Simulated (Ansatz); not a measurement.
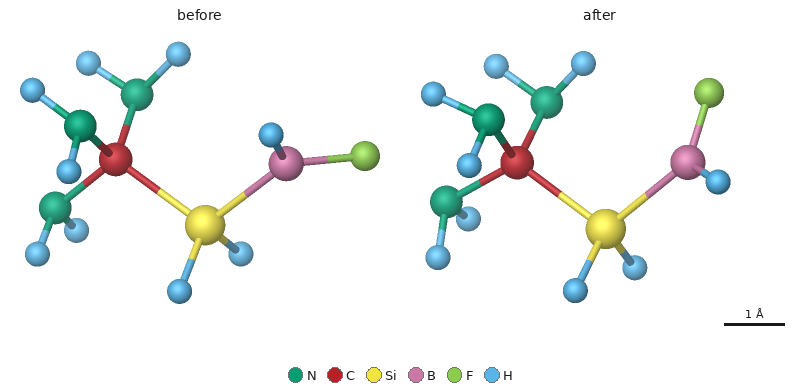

The structure of CH$_{9}$BFN$_{3}$Si before (left) and after (right) a relaxation, at one scale.

Style: ball-and-stick. Shown at a tilt.

The run prepares an end point of a later path (torsion) calculation, from a guessed geometry.

These are results of Ansatz, RKS PBE0-D4/STO-3G, not measurements.

The input:
```yaml
crystal:
  periodic: [false, false, false]
  atoms:
    - { symbol: "N", position_ang: [-0.2992, -1.514, 0.8645] }
    - { symbol: C, position_ang: [0.4556, -0.4913, 0.1211] }
    - { symbol: "N", position_ang: [1.4343, -1.1909, -0.6933] }
    - { symbol: "N", position_ang: [1.1931, 0.4263, 1.0666] }
    - { symbol: Si, position_ang: [-0.6798, 0.5072, -1.025] }
    - { symbol: B, position_ang: [-1.9593, 1.5521, 0.0372] }
    - { symbol: F, position_ang: [-3.36309, 1.35904, -0.15574] }
    - { symbol: H, position_ang: [0.3279, -2.0553, 1.4161] }
    - { symbol: H, position_ang: [-0.9635, -0.9492, 1.5715] }
    - { symbol: H, position_ang: [2.0073, -0.4979, -1.226] }
    - { symbol: H, position_ang: [0.9734, -1.8351, -1.3275] }
    - { symbol: H, position_ang: [1.7924, -0.134, 1.6835] }
    - { symbol: H, position_ang: [1.6586, 1.1264, 0.5248] }
    - { symbol: H, position_ang: [-1.4311, -0.3871, -1.8867] }
    - { symbol: H, position_ang: [0.1255, 1.4265, -1.8084] }
    - { symbol: H, position_ang: [-1.5797, 2.36507, 0.80379] }
basis:
  gaussian: { orbitals: STO-3G }
hamiltonian:
  xc: pbe0
  dispersion: d4
relax:
  f_tol: 0.015
  max_steps: 40
output:
  orbitals: {}
```

Launched with:
```bash
ansatz run input.yaml --threads 1 --pin off --max-ram 2048MiB --backend cpu --events-out ev --progress --plain --runs-dir out
```

Q: Summarise the run.

A: The relaxation stopped without meeting its thresholds, so the last structure isn't shown to be converged. It used up its limit of 40 steps. F7 moves most after the best rigid fit: 1.41 Å. Largest moves by element: F 1.41 Å, H 1.11 Å, N 0.22 Å, Si 0.13 Å, C 0.06 Å, B 0.04 Å. Near-neighbour distances that change, for instance: B6–F7 1.430 → 1.313 Å, N1–H9 1.123 → 1.057 Å, C2–N3 1.453 → 1.517 Å, N1–H8 0.995 → 1.058 Å. Bond angles that change, for instance: H12–N4–H13 115.8° → 101.4°, N3–C2–Si5 108.5° → 118.0°, H10–N3–H11 110.6° → 102.5°. Groups turn about Si5–B6 by about 75°. After 30 accepted moves (39 points after the start) the energy has fallen by 26.9 kcal/mol. The largest force component goes from 4.7 to 0.11 eV/Å. The line search rejected the trial steps at points 8, 14, 22, 23, 24, 27, 31, 35 and more of the run.

Limits of the set-up: STO-3G is a minimal basis, so the numbers are rough.
